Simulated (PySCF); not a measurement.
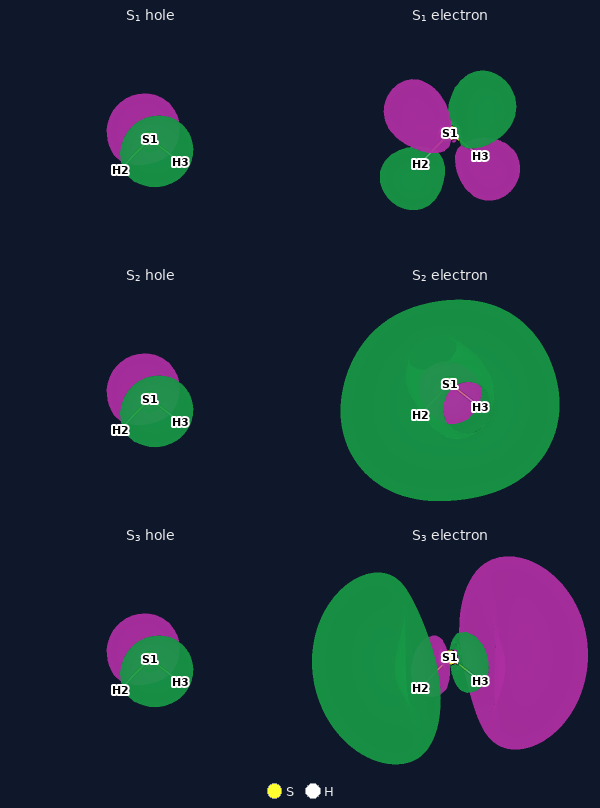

Figure 1: H$_{2}$S, SMILES `S`. Leading natural transition orbitals (TDA singlet states).

PySCF calculation, M06-2X/def2-SVPD, gas phase; geometry: GFN2-xTB. No frequency check shows the geometry to be a minimum. GFN2-xTB bond lengths at metals and heavier atoms can be off by up to 0.1 Å and shapes distorted, which carries into these values.

**Describe these excited states.**

By state:
- S₁: 6.11 eV (203 nm), f = 0.000 (dark), partly diffuse acceptor orbital; the leading pair carries 100 %; hole on S1 (90 %) and H2 and H3 (5 % each), electron on S1 (66 %) and H2 and H3 (17 % each) (atom shares of so diffuse an orbital are rough); their centroids lie 0.1 Å apart.
- S₂: 6.34 eV (196 nm), f = 0.072, diffuse (Rydberg-like) orbital; the leading pair carries 100 %; hole on S1 (90 %) and H2 and H3 (5 % each), electron on S1 (53 %) and H2 and H3 (24 % each) (atom shares of so diffuse an orbital are rough); their centroids lie 0.7 Å apart.
- S₃: 7.73 eV (160 nm), f = 0.000 (dark), diffuse (Rydberg-like) orbital; the leading pair carries 100 %; hole on S1 (90 %) and H2 and H3 (5 % each), electron on S1 (63 %) and H2 and H3 (18 % each) (atom shares of so diffuse an orbital are rough); their centroids lie 0.0 Å apart.
